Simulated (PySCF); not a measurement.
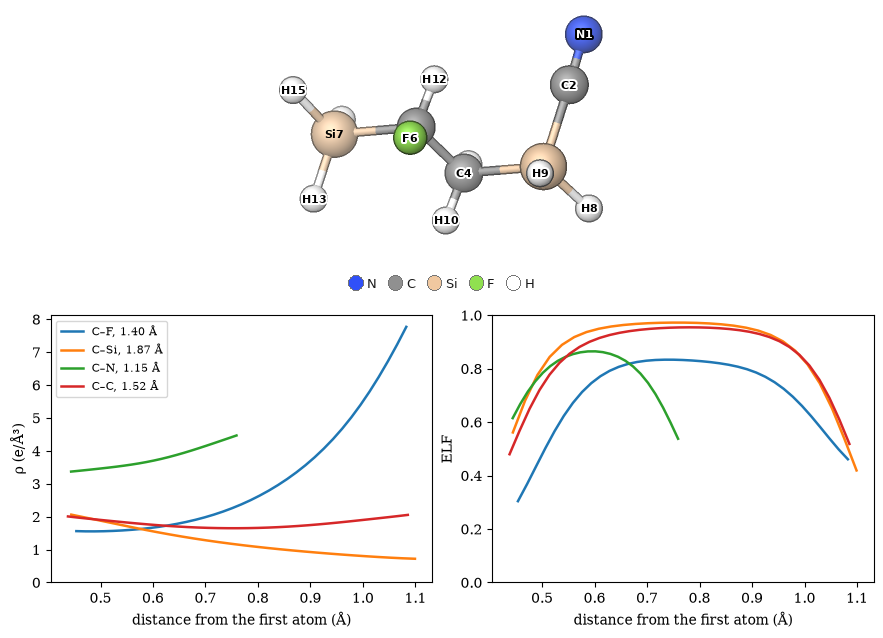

Figure. C3H8FNSi2 (SMILES N#C[SiH2]C[C@H](F)[SiH3]). Electron density and electron localisation function along straight lines between neighbouring atoms. The curves leave out the atomic cores. The structure is drawn too.

Geometry: GFN2-xTB.

Method: PBE0/pcSseg-1, SCF density, gas phase, non-relativistic in PySCF.

```xyz
15

N     3.3713    1.3647    0.5363
C     2.7792    0.3847    0.4951
Si    1.7676   -1.1865    0.4064
C     0.1117   -0.6327   -0.3641
C    -0.6205    0.3931    0.4918
F    -0.8333   -0.1569    1.7581
Si   -2.3254    0.9313   -0.2170
H     2.4779   -2.1014   -0.4902
H     1.6263   -1.6957    1.7668
H    -0.5363   -1.4991   -0.5092
H     0.2777   -0.1905   -1.3477
H     0.0301    1.2587    0.6694
H    -3.1298   -0.2787   -0.3811
H    -2.0603    1.5633   -1.5097
H    -2.9405    1.8538    0.7308
```

Compare the contacts.

Answer. C–F (1.40 Å): ρ at the midpoint is about 2 e/Å³, with its minimum of 1.6 e/Å³ about 0.5 Å from C; the ELF peaks at about 0.85 between the atoms: a polar covalent bond.
C–Si (1.87 Å): ρ at the midpoint is about 0.88 e/Å³; the ELF peaks at about 1 between the atoms (a shared electron pair).
C–N (1.15 Å): ρ is about 3.6 e/Å³ halfway; the ELF peaks at about 0.85 between the atoms; a short, multiple covalent bond.
C–C (1.52 Å): ρ at the midpoint is about 1.6 e/Å³; the ELF peaks at about 0.95 between the atoms, as expected for a covalent bond.
